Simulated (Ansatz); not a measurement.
Consider NH4···SiH4 (SMILES [NH4+].[SiH4]) (charge +1).

```xyz
10

N    -0.1923    0.1423   -2.0149
H     0.1326   -0.7206   -2.4556
H    -0.0954    0.0625   -0.9788
H    -1.1733    0.2980   -2.2550
H     0.3686    0.9276   -2.3509
Si    0.1981   -0.1455    2.0728
H    -0.7105   -1.2263    2.5088
H     0.0476   -0.0643    0.5685
H     1.6222   -0.4559    2.3172
H    -0.1975    1.1821    2.5878
```

Geometry: PBE0-D4/def2-TZVP.

Theory: RKS PBE0-D4/def2-TZVPPD (Ansatz 0.2.0).

**What can the converged electron density and electron localisation function tell about the bonding?**

H3···H8 (1.56 Å): the density falls to about 0.19 e/Å³ on the way; the ELF dips to about 0.20 between them.
N–H (1.02 Å): the density is about 3 e/Å³ at the midpoint; the ELF climbs to about 1 towards the hydrogen, as it does in any bond to H (an ordinary covalent bond to hydrogen).
Si–H (1.48 Å): ρ at the midpoint is about 0.83 e/Å³; the ELF climbs to about 1 towards the hydrogen.

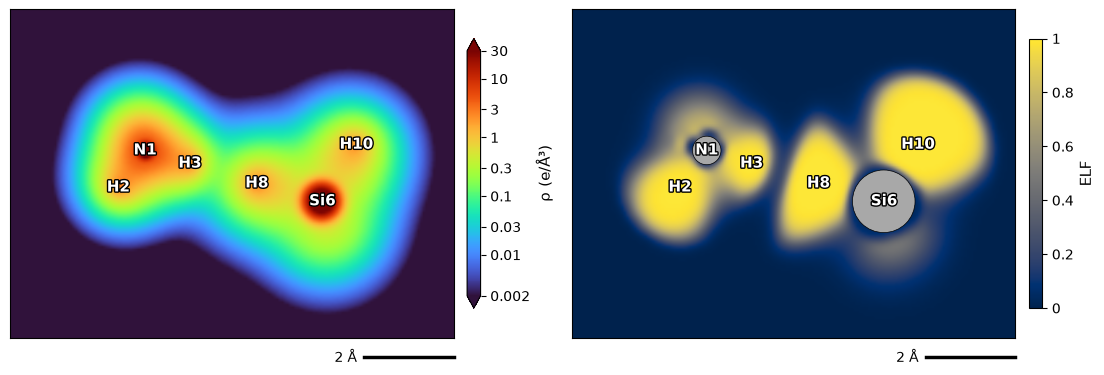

Computed electron density and electron localisation function on the plane of atoms H2, N1 and H3, in this order. Grey discs cover the atomic cores in the ELF map. 
